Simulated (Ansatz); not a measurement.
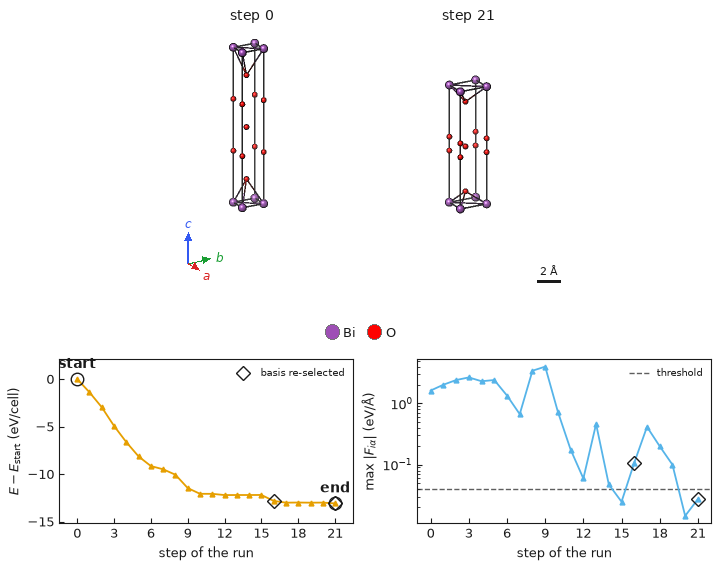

First and last geometry of a relaxation of crystalline BiO5 (a generated structure, set up in P-6m2) (coarse preliminary run), with the history of the run. A ball-and-stick model of the cell of the calculation, seen slightly off an axis.

All numbers below come from DFT PBE, scalar-relativistic, plane waves, PAW in Ansatz 0.2.0. (plane-wave cutoff 420 eV; k-point mesh 6 × 6 × 2; occupations gaussian; smearing width 0.1 eV; no spin polarisation; cell and atoms relaxed; force threshold 0.04 eV/Å; at most 70 steps)

> Did the run converge, and what did it change?

It converged. The energy falls by 13.081 eV per cell of the calculation in 19 accepted moves (21 points after the start). The largest force component goes from 1.6 to 0.027 eV/Å. The pressure goes from −1.67 to 0.25 GPa. The SCF was repeated twice at an unchanged geometry on a basis and grid sized afresh for the cell, which shifted the energy by 0.627 eV per cell of the calculation at most. The largest moves relative to the cell, 1.16 Å, are those of O atoms. Bi stays in place. The drawn cell changes as follows: a = b 2.797 → 3.435 Å (+22.8 %), c 14.134 → 10.694 Å (−24.3 %); the volume changes by +14.1 %. Near-neighbour distances that change, for instance: O–O 4.730 → 1.261 Å, Bi–Bi 2.797 → 3.435 Å, Bi–O 2.837 → 2.349 Å. New bonds form: O–O (4.73 → 1.26 Å). The space group stays P-6m2 (No. 187). The run took 96 s on 1 thread of Arm Neoverse V2, with other jobs on the host, peak memory 0.33 GiB.

| step | E − E(0), meV/atom | largest force component, eV/Å | pressure, GPa | volume, Å³/atom | note |
| --- | --- | --- | --- | --- | --- |
| 0 | 0.00 | 1.6282 | -1.67 | 15.959 |  |
| 1 | -232.30 | 2.0282 | -3.20 | 15.768 |  |
| 2 | -493.98 | 2.4172 | -3.11 | 15.394 |  |
| 3 | -821.68 | 2.6702 | -3.79 | 15.105 |  |
| 4 | -1106.04 | 2.3112 | -0.85 | 14.605 |  |
| 5 | -1356.84 | 2.4190 | 0.87 | 14.116 |  |
| 6 | -1525.16 | 1.3487 | 2.39 | 13.752 |  |
| 7 | -1581.53 | 0.6697 | 0.72 | 13.882 |  |
| 8 | -1677.22 | 3.4342 | 1.09 | 13.772 |  |
| 9 | -1910.75 | 4.0059 | 2.70 | 13.536 |  |
| 10 | -2011.54 | 0.7283 | 9.01 | 13.453 |  |
| 11 | -2011.94 | 0.1760 | -6.14 | 15.647 |  |
| 12 | -2033.46 | 0.0594 | -0.01 | 15.357 |  |
| 13 | -2032.64 | 0.4618 | 0.86 | 15.679 |  |
| 14 | -2032.48 | 0.0474 | 0.45 | 15.940 |  |
| 15 | -2031.64 | 0.0248 | 0.12 | 16.195 |  |
| 16 | -2136.16 | 0.1074 | 6.54 | 16.195 | same geometry, new basis |
| 17 | -2166.61 | 0.4151 | 2.16 | 17.147 |  |
| 18 | -2164.28 | 0.1999 | 0.05 | 18.239 |  |
| 19 | -2166.92 | 0.0999 | -0.01 | 18.022 |  |
| 20 | -2165.34 | 0.0145 | -0.05 | 18.213 |  |
| 21 | -2180.19 | 0.0273 | 0.25 | 18.213 | same geometry, new basis |

Limits of the set-up: the k-point mesh is coarse for a cell with partly filled bands; an odd number of electrons was run without spin polarisation, which fails if the electron would localise; layers or molecules are held without a dispersion correction, so their spacing is unreliable.
